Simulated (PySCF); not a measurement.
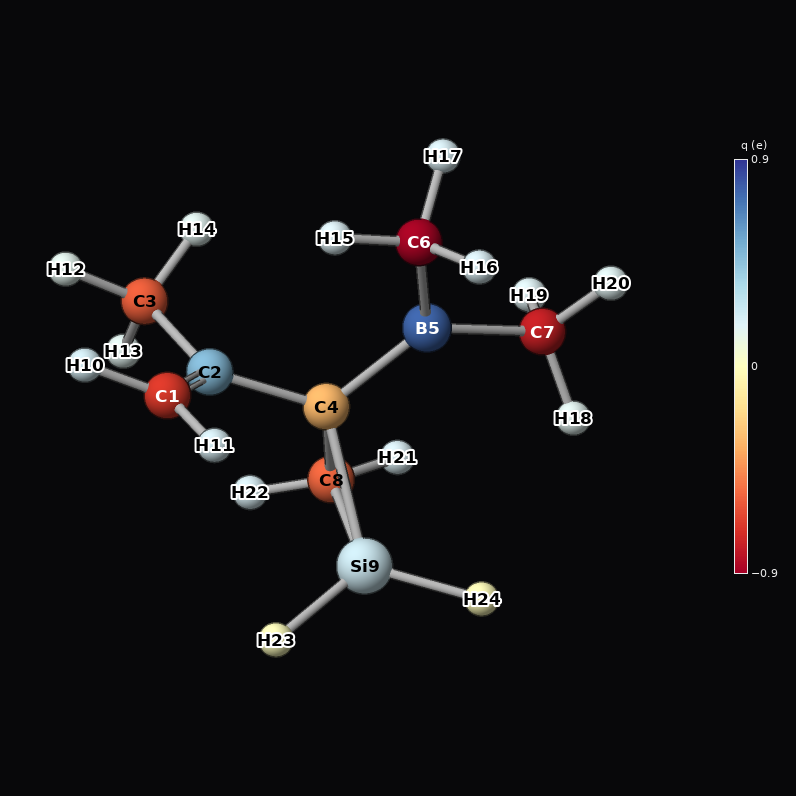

Atoms are coloured by their ESP-fitted charges. The geometry was computed by an optimisation with GFN2-xTB. No frequency run is at hand to confirm it as a minimum. Level of theory: PBE0/pcSseg-1, gas phase (PySCF 2.14.0).

Which atom carries the highest charge (most positive or least negative)?

Answer. B5 (0.76 e).

And the lowest?

Answer. C6 (−0.87 e).

List the ESP-fitted charges.

| atom | value (e) |
| --- | --- |
| C1 | −0.68 |
| C2 | 0.48 |
| C3 | −0.58 |
| C4 | −0.31 |
| B5 | 0.76 |
| C6 | −0.87 |
| C7 | −0.77 |
| C8 | −0.55 |
| Si9 | 0.23 |
| H10 | 0.22 |
| H11 | 0.20 |
| H12 | 0.15 |
| H13 | 0.16 |
| H14 | 0.16 |
| H15 | 0.18 |
| H16 | 0.18 |
| H17 | 0.19 |
| H18 | 0.16 |
| H19 | 0.17 |
| H20 | 0.17 |
| H21 | 0.19 |
| H22 | 0.19 |
| H23 | −0.01 |
| H24 | −0.02 |

The geometry is semi-empirical. Around B, Si such bond lengths and angles can be off by a tenth of an ångström or more and by several degrees, and values that hang on the shape move with them.
